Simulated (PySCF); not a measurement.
# C₅H₁₀O: excited states, first hyperpolarisability

Wanted: excited states, first hyperpolarisability for C₅H₁₀O (`C=CC[C@@H](C)O`).

Computed with PySCF 2.14.0 and routines of our own; the level stands in each step. Atoms count from 0.

## (1) The starting structure

16 atoms, charge 0, multiplicity 1; geometry from: GFN2-xTB.

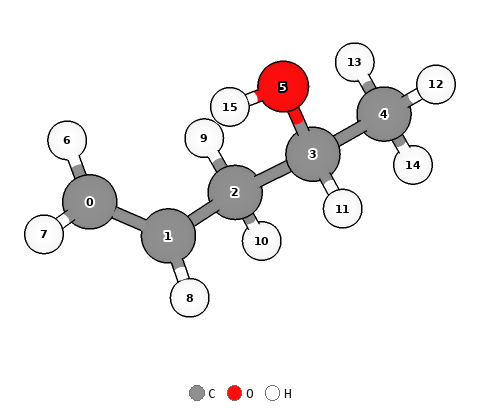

The starting geometry (carbon grey, oxygen red, hydrogen white).

## (2) Geometry optimisation at PBE0-D3(BJ)/def2-SVP

What the job is given:

```
{"job": {"xc": "PBE0", "basis": "def2-SVP", "d3": "d3bj", "grid": 2, "kind": "geom"}, "charge": 0, "multiplicity": 1}
C      2.205758     1.243506     0.248369
C      1.311947     0.793035    -0.613801
C      0.492129    -0.440038    -0.408645
C     -0.966878    -0.070431    -0.076390
C     -1.833471    -1.316421     0.062969
O     -1.043403     0.639434     1.141667
H      2.434194     0.709798     1.157053
H      2.760775     2.150385     0.077377
H      1.098648     1.347350    -1.519348
H      0.896373    -1.029434     0.416309
H      0.498810    -1.047830    -1.315177
H     -1.365543     0.560104    -0.891374
H     -2.839847    -1.026850     0.352214
H     -1.426311    -1.962153     0.836653
H     -1.872514    -1.860398    -0.876678
H     -0.358266     1.318886     1.142157
```

On the command line:

```bash
$ OMP_NUM_THREADS=1 python excited_run.py task.json out
```

The driver reads the jobs from task.json and runs them one after another.

Log:

```text
step   0  E = -271.23899612  max force = 0.014684
step   1  E = -271.24079493  max force = 0.002897
step   2  E = -271.24084662  max force = 0.000868
step   3  E = -271.24084394  max force = 0.001094
step   4  E = -271.24085481  max force = 0.000355
optimisation converged
```

Wall time 71 s (1 thread of Intel Xeon Platinum 8488C, shared host); peak memory 0.73 GiB.

The steps of the relaxation:

| step | energy from step 0 (eV) | largest force component (eV/Å) |
| --- | --- | --- |
| 0 | 0.0000 | 0.7551 |
| 1 | -0.0489 | 0.1490 |
| 2 | -0.0504 | 0.0446 |
| 3 | -0.0503 | 0.0563 |
| 4 | -0.0506 | 0.0183 |

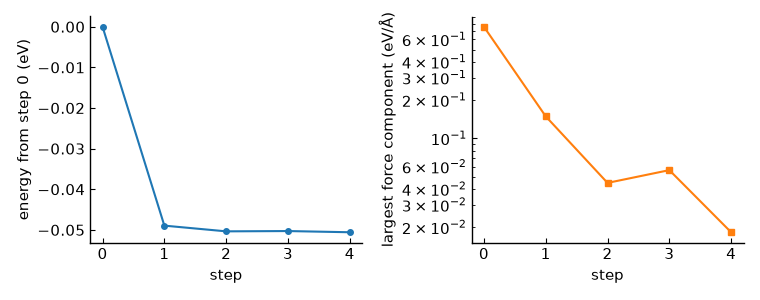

Energy and largest force along the relaxation.

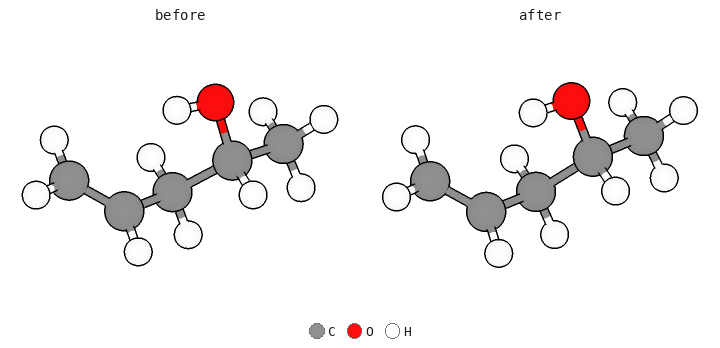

The geometry before (left) and after (right).

Close pairs (by a distance rule), those that changed most:

```
  bond  before (Å)  after (Å)  change (Å)
 C0–H6       1.078      1.095      +0.017
 C0–H7       1.077      1.093      +0.016
 C0–C1       1.321      1.336      +0.015
 C1–H8       1.083      1.098      +0.015
C4–H13       1.087      1.101      +0.014
C4–H14       1.086      1.100      +0.013
C4–H12       1.086      1.099      +0.013
C2–H10       1.091      1.103      +0.011
```

The next job starts from the end point, and lists it.

| at the end point | value |
| --- | --- |
| point group (found at 0.08 Å tolerance) | C1 |
| rotational constants (GHz, main isotopes) | 7.396, 2.127, 1.825 |
| dipole moment (D) | 1.54 |

## (3) Excited states: TDA wB97X-D/def2-TZVPD

What the job is given:

```
{"job": {"kind": "states", "xc": "wB97X-D", "basis": "def2-TZVPD", "tda": true, "soc": true, "nstates": 6, "ntriplets": 5, "nquad": 4}, "charge": 0, "multiplicity": 1}
C      2.163821     0.859782    -0.413228
C      1.252871     0.406475    -1.279553
C      0.388184    -0.793778    -1.064873
C     -1.034899    -0.390261    -0.649086
C     -1.926354    -1.593325    -0.425929
O     -1.012261     0.348500     0.543657
H      2.383056     0.318821     0.513480
H      2.737199     1.770355    -0.606667
H      1.067721     0.980894    -2.196802
H      0.810261    -1.432476    -0.271353
H      0.333679    -1.395184    -1.987546
H     -1.468203     0.218559    -1.472940
H     -2.929808    -1.266776    -0.117735
H     -1.513563    -2.226094     0.374682
H     -2.018883    -2.195267    -1.341720
H     -0.309984     1.006441     0.460804
```

With the program's defaults for keys left out, this is: TDA wB97X-D/def2-TZVPD excited states, vertical, gas phase, spin-orbit mean-field couplings.

Log:

```text
coarse grid: 12720 points
cycle   1  E = -271.6931054443  dE =  7.170e-01  |g| = 6.661e-01  |ddm| = 3.839e+00
cycle   2  E = -271.6811158216  dE =  1.199e-02  |g| = 7.686e-01  |ddm| = 2.639e+00
cycle   3  E = -271.7778664823  dE = -9.675e-02  |g| = 5.669e-02  |ddm| = 1.226e+00
cycle   4  E = -271.7785024023  dE = -6.359e-04  |g| = 2.302e-02  |ddm| = 1.512e-01
cycle   5  E = -271.7786315800  dE = -1.292e-04  |g| = 4.638e-03  |ddm| = 7.847e-02
cycle   6  E = -271.7786372001  dE = -5.620e-06  |g| = 1.595e-03  |ddm| = 1.935e-02
final grid: 120968 points
cycle   7  E = -271.7659401727  dE = -1.841e-04  |g| = 4.694e-03  |ddm| = 7.166e-01
cycle   8  E = -271.7659433604  dE = -3.188e-06  |g| = 3.194e-03  |ddm| = 8.636e-02
cycle   9  E = -271.7659456267  dE = -2.266e-06  |g| = 8.055e-04  |ddm| = 1.146e-02
cycle  10  E = -271.7659457773  dE = -1.506e-07  |g| = 3.580e-04  |ddm| = 6.392e-03
cycle  11  E = -271.7659458082  dE = -3.084e-08  |g| = 4.726e-05  |ddm| = 1.304e-03
cycle  12  E = -271.7659458090  dE = -8.612e-10  |g| = 2.178e-05  |ddm| = 4.242e-04
converged SCF energy = -271.7659458090

Singlet excitations
state   eV       nm        f     d(h-e)  d(exc)  Lambda  PR(NTO)  |dmu|/D   mu/D   main configurations
  1   7.0441   176.0   0.13150   1.995   3.327   0.637   1.037    7.021    5.950   H->L 0.80, H-1->L 0.16
  2   7.1597   173.2   0.01211   0.980   3.525   0.365   1.202    4.588    4.533   H->L+1 0.82
  3   7.5032   165.2   0.05381   0.939   3.311   0.339   1.825    4.441    4.322   H-1->L+1 0.57, H->L+4 0.17
  4   7.7212   160.6   0.05406   0.608   3.565   0.325   1.333    2.798    2.870   H->L+2 0.45, H->L+3 0.29, H-1->L 0.09
  5   7.8663   157.6   0.29556   0.434   3.223   0.522   1.330                     H-1->L 0.58, H->L+2 0.12, H->L 0.09
  6   7.9335   156.3   0.00317   0.468   2.572   0.428   1.069                     H-2->L 0.46, H-3->L 0.25, H-4->L 0.15

Triplet excitations (Tamm-Dancoff)
state   eV     d(h-e)  d(exc)  Lambda  PR(NTO)   main configurations
  1   4.5062   0.033   2.066   0.599   1.007   H->L 0.52, H-1->L 0.33
  2   7.0428   1.017   3.397   0.449   1.354   H->L+1 0.47, H->L 0.19, H-1->L 0.13
  3   7.0945   1.931   3.376   0.526   1.242   H-1->L 0.39, H->L+1 0.28, H->L 0.21
  4   7.3768   0.935   3.251   0.343   1.857   H-1->L+1 0.53, H->L+4 0.13
  5   7.5032   0.511   2.578   0.428   1.144   H-2->L 0.38, H-3->L 0.27, H-4->L 0.13
S1 - T1 = 2.5379 eV

Spin-orbit couplings |<S|Hso|T>| (cm-1)
             T1       T2       T3       T4       T5
S0        0.468    9.172    6.331   12.042   14.235
S1        3.768    1.902    2.802    2.230    6.376
S2        2.490    1.347    0.763    3.281    0.653
S3        2.262    2.537    1.973    0.749    0.294
S4        1.455    0.954    3.234    1.840    0.448
S5        1.988    2.754    7.719    1.261    1.855
S6        2.606    4.328    6.883    0.370    0.836
T1 sublevels (cm-1): 0.000 0.000 0.000   radiative rates (1/s): 1.89 0.678 0.543
```

It took 95 s on 1 thread of Intel Xeon Platinum 8488C, shared host; peak memory 1.1 GiB.

Key values:

```csv
quantity,value
S1 less T1,2.54 eV
```

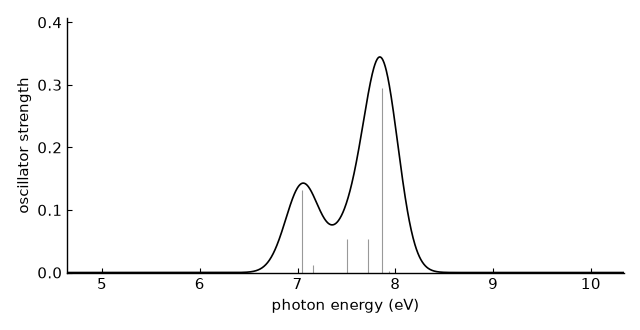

Absorption lines of the singlets. Lines are broadened to a width of 0.40 eV (Gaussian).

The fields below are evaluated on a grid from the run's orbitals.

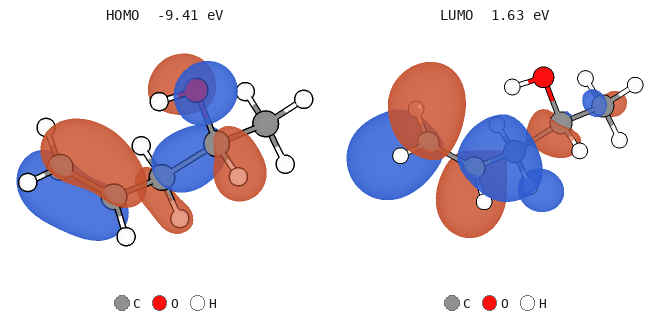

Frontier orbitals at wB97X-D/def2-TZVPD; each surface holds 70 % of the orbital's density, blue and red mark the sign.

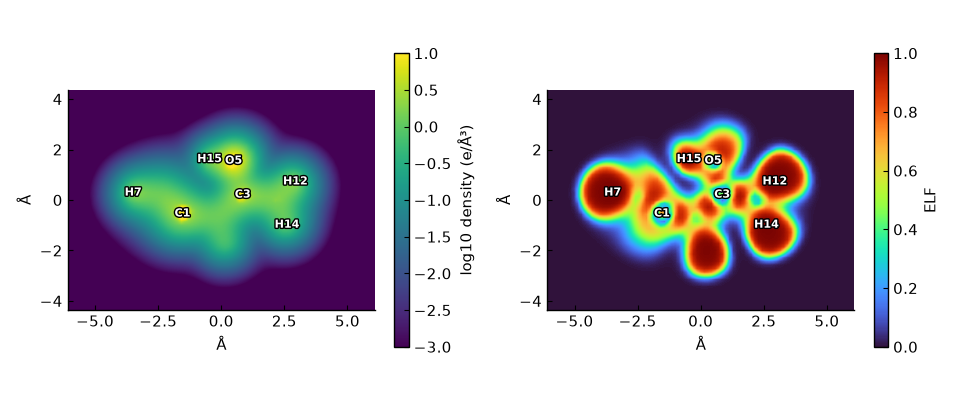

Density (left) and ELF (right) in a plane through or near 7 of the atoms.

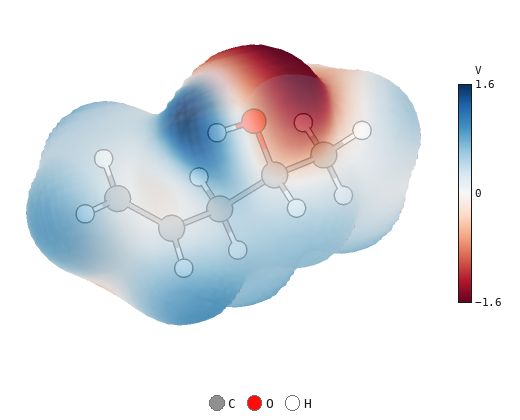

Electrostatic potential on the surface of density 0.002 e/bohr³; red is low, blue high. It runs from -1.60 V near O5 to 1.25 V near H15.

## (4) Excited states: TDDFT CAM-B3LYP/def2-TZVPD

The job, as its differences from that of step 3:

```diff
@@ -1,2 +1,2 @@
-{"job": {"kind": "states", "xc": "wB97X-D", "basis": "def2-TZVPD", "tda": true, "soc": true, "nstates": 6, "ntriplets": 5, "nquad": 4}, "charge": 0, "multiplicity": 1}
+{"job": {"kind": "states", "xc": "CAM-B3LYP", "basis": "def2-TZVPD", "tpa": true, "nstates": 8, "nquad": 6, "ntriplets": 0}, "charge": 0, "multiplicity": 1}
 C      2.163821     0.859782    -0.413228
```

With the program's defaults for keys left out, this is: TDDFT CAM-B3LYP/def2-TZVPD excited states, vertical, gas phase, two-photon moments by quadratic response.

Log:

```text
coarse grid: 12720 points
cycle   1  E = -271.6336846874  dE =  6.722e-01  |g| = 6.809e-01  |ddm| = 3.629e+00
cycle   2  E = -271.5976455317  dE =  3.604e-02  |g| = 8.575e-01  |ddm| = 2.321e+00
cycle   3  E = -271.7219743700  dE = -1.243e-01  |g| = 7.294e-02  |ddm| = 1.083e+00
cycle   4  E = -271.7228929954  dE = -9.186e-04  |g| = 2.961e-02  |ddm| = 1.356e-01
cycle   5  E = -271.7230987973  dE = -2.058e-04  |g| = 4.928e-03  |ddm| = 6.547e-02
cycle   6  E = -271.7231038461  dE = -5.049e-06  |g| = 1.820e-03  |ddm| = 1.506e-02
final grid: 120968 points
cycle   7  E = -271.7171528939  dE = -5.710e-05  |g| = 4.538e-03  |ddm| = 3.200e-01
cycle   8  E = -271.7171528745  dE =  1.943e-08  |g| = 4.552e-03  |ddm| = 2.561e-02
cycle   9  E = -271.7171577738  dE = -4.899e-06  |g| = 6.827e-04  |ddm| = 8.252e-03
cycle  10  E = -271.7171578631  dE = -8.932e-08  |g| = 2.717e-04  |ddm| = 1.634e-03
cycle  11  E = -271.7171578800  dE = -1.692e-08  |g| = 3.371e-05  |ddm| = 7.117e-04
cycle  12  E = -271.7171578803  dE = -2.502e-10  |g| = 1.626e-05  |ddm| = 1.280e-04
converged SCF energy = -271.7171578803

Singlet excitations
state   eV       nm        f     d(h-e)  d(exc)  Lambda  PR(NTO)  |dmu|/D   mu/D   delta(TPA)   sigma/GM   main configurations
  1   6.9514   178.4   0.17372   1.189   3.351   0.505   1.127    4.291    2.876       40.79      0.722   H->L 0.79, H->L+1 0.12
  2   6.9744   177.8   0.05363   1.106   3.431   0.562   1.160    4.823    4.803       71.57      1.275   H->L+1 0.80, H->L 0.09
  3   7.3313   169.1   0.04426   0.939   3.311   0.419   1.800    4.225    4.106       43.66      0.860   H-1->L 0.42, H-1->L+1 0.17, H->L+4 0.15
  4   7.4754   165.9   0.05817   0.760   3.419   0.382   1.941    3.122    2.801       13.41      0.274   H->L+2 0.30, H-1->L+1 0.30, H->L+3 0.23
  5   7.5840   163.5   0.11599   0.575   3.438   0.415   1.698    2.585    2.690       28.44      0.599   H-1->L+1 0.38, H->L+2 0.20, H-1->L 0.17
  6   7.8514   157.9   0.02192   1.485   4.084   0.315   1.166    5.539    5.370       98.19      2.217   H->L+3 0.42, H->L+2 0.23, H->L+4 0.16
  7   7.9037   156.9   0.00260   0.570   2.624   0.393   1.036                                            H-2->L+1 0.32, H-3->L+1 0.19, H-2->L 0.17
  8   8.0741   153.6   0.07412   0.671   3.651   0.298   1.469                                            H-1->L+2 0.50, H-1->L+3 0.14, H->L+6 0.12
```

It took 2.1 min on 1 thread of Intel Xeon Platinum 8488C, shared host; peak memory 1.2 GiB.

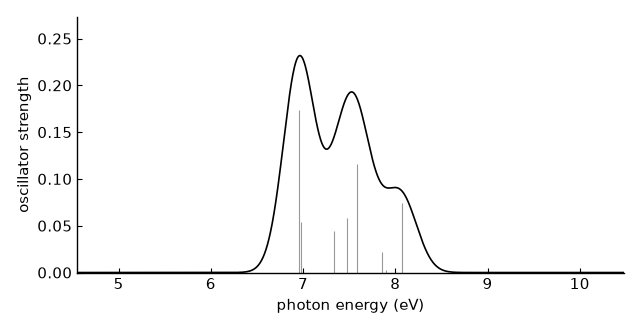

Absorption lines of the singlets. Lines are broadened to a width of 0.40 eV (Gaussian).

## (5) First hyperpolarisability: quadratic response CAM-B3LYP/def2-TZVPD

The job, as its differences from that of step 4:

```diff
@@ -1,2 +1,2 @@
-{"job": {"kind": "states", "xc": "CAM-B3LYP", "basis": "def2-TZVPD", "tpa": true, "nstates": 8, "nquad": 6, "ntriplets": 0}, "charge": 0, "multiplicity": 1}
+{"job": {"kind": "beta", "xc": "CAM-B3LYP", "basis": "def2-TZVPD"}, "charge": 0, "multiplicity": 1}
 C      2.163821     0.859782    -0.413228
```

Method: quadratic response CAM-B3LYP/def2-TZVPD first hyperpolarisability, Taylor convention, gas phase.

Log:

```text
coarse grid: 12720 points
cycle   1  E = -271.6336846874  dE =  6.722e-01  |g| = 6.809e-01  |ddm| = 3.629e+00
cycle   2  E = -271.5976455317  dE =  3.604e-02  |g| = 8.575e-01  |ddm| = 2.321e+00
cycle   3  E = -271.7219743700  dE = -1.243e-01  |g| = 7.294e-02  |ddm| = 1.083e+00
cycle   4  E = -271.7228929954  dE = -9.186e-04  |g| = 2.961e-02  |ddm| = 1.356e-01
cycle   5  E = -271.7230987973  dE = -2.058e-04  |g| = 4.928e-03  |ddm| = 6.547e-02
cycle   6  E = -271.7231038461  dE = -5.049e-06  |g| = 1.820e-03  |ddm| = 1.506e-02
final grid: 120968 points
cycle   7  E = -271.7171528939  dE = -5.710e-05  |g| = 4.538e-03  |ddm| = 3.200e-01
cycle   8  E = -271.7171528745  dE =  1.943e-08  |g| = 4.552e-03  |ddm| = 2.561e-02
cycle   9  E = -271.7171577738  dE = -4.899e-06  |g| = 6.827e-04  |ddm| = 8.252e-03
cycle  10  E = -271.7171578631  dE = -8.932e-08  |g| = 2.717e-04  |ddm| = 1.634e-03
cycle  11  E = -271.7171578800  dE = -1.692e-08  |g| = 3.371e-05  |ddm| = 7.117e-04
cycle  12  E = -271.7171578803  dE = -2.502e-10  |g| = 1.626e-05  |ddm| = 1.280e-04
converged SCF energy = -271.7171578803

Lowest singlets (eV, f): 6.9514 0.1737  6.9744 0.0536  7.3313 0.0443

First hyperpolarisability (au)
process     nm      |vector|   parallel      HRS      DR
static         -       73.96     -39.39      34.54   3.616
shg       1907.0       77.26     -40.83       36.0    3.65
eope      1907.0       75.03     -39.86          -       -
shg       1064.0       85.65     -44.37      39.68   3.729
eope      1064.0       77.51     -40.93          -       -
```

It took 99 s on 1 thread of Intel Xeon Platinum 8488C, shared host; peak memory 1.2 GiB.

## (6) Outcome

```
                                                  quantity                                             value
                                               point group                                                C1
                      rotational constants (main isotopes)                              7.40, 2.13, 1.82 GHz
               S1 less T1 (step 3, TDA wB97X-D/def2-TZVPD)                                           2.54 eV
                     surface potential, least and greatest                                -1.60 V and 1.25 V
β vector (step 5, quadratic response CAM-B3LYP/def2-TZVPD)  static 74, SHG 1907.0 nm 77, SHG 1064.0 nm 86 au
```

In words: Relaxing lowered the energy by 0.051 eV in 4 steps; the close pair that moved most is C0–H6, from 1.078 to 1.095 Å. In step 3, the number of triplets below S1 is 2, and the largest singlet-triplet spin-orbit coupling is S0–T5, 14.23 cm⁻¹. β grows from 74 au (static) to 86 au for doubling at 1064.0 nm: normal dispersion, which grows as twice the photon energy moves toward the bright states.
